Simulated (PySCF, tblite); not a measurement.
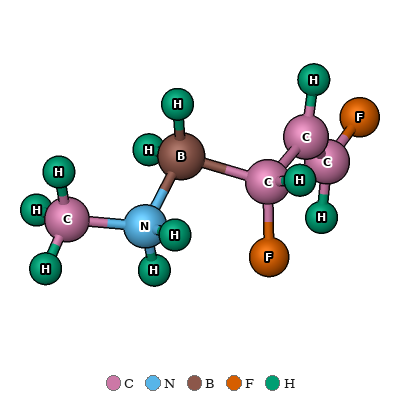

Geometry used (C₄H₁₀BF₂N, SMILES C[NH2+][BH2-][C@@H](F)/C=C/F).

Vertical TDDFT excitations, PBE0/def2-SVPD in PySCF, at a GFN2-xTB geometry (a minimum by its frequencies), gas phase.

Where does it absorb, and how strongly?

Answer. The lowest singlet lies at 5.57 eV (223 nm, f = 0.010); the brightest of the first 8 is S5 at 6.97 eV (178 nm), f = 0.210, mixed, the largest part being HOMO → LUMO+1 (34 %) (S6 lies within 0.06 eV, too close to order). No singlet lies below 3.1 eV (beyond 400 nm), so at this level no vertical transition falls in the visible.


| state | E (eV) | λ (nm) | f | main character |
| --- | --- | --- | --- | --- |
| S1 | 5.57 | 223 | 0.010 | HOMO → LUMO (97 %) |
| S2 | 6.60 | 188 | 0.007 | HOMO → LUMO+2 (71 %) |
| S3 | 6.76 | 183 | 0.116 | HOMO → LUMO+1 (40 %) |
| S4 | 6.90 | 180 | 0.016 | HOMO → LUMO+3 (51 %) |
| S5 | 6.97 | 178 | 0.210 | HOMO → LUMO+1 (34 %) |
| S6 | 7.02 | 177 | 0.035 | HOMO−1 → LUMO (88 %) |
| S7 | 7.26 | 171 | 0.012 | HOMO → LUMO+5 (37 %) |
| S8 | 7.31 | 170 | 0.005 | HOMO−2 → LUMO (90 %) |

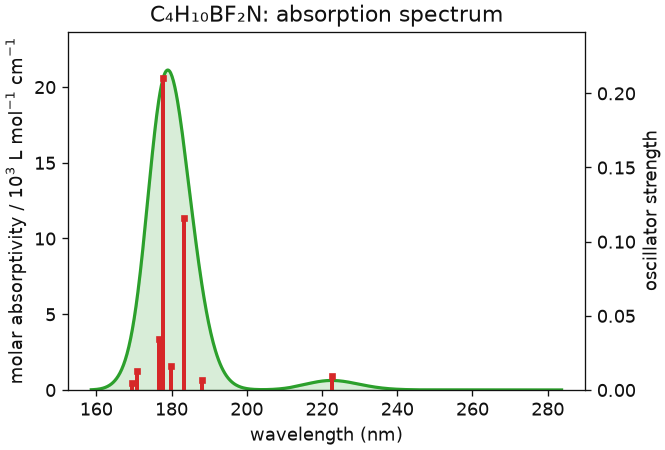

Only the first 8 singlet excitations are included; each is broadened by a Gaussian of 1/e half-width 0.25 eV. Sticks give oscillator strengths (right axis).

Known limits of this run: states above the negative HOMO energy depend on the basis; the tight-binding geometry is rougher than a DFT one and adds to the error; one conformer of a flexible molecule; core orbitals are frozen in the response.
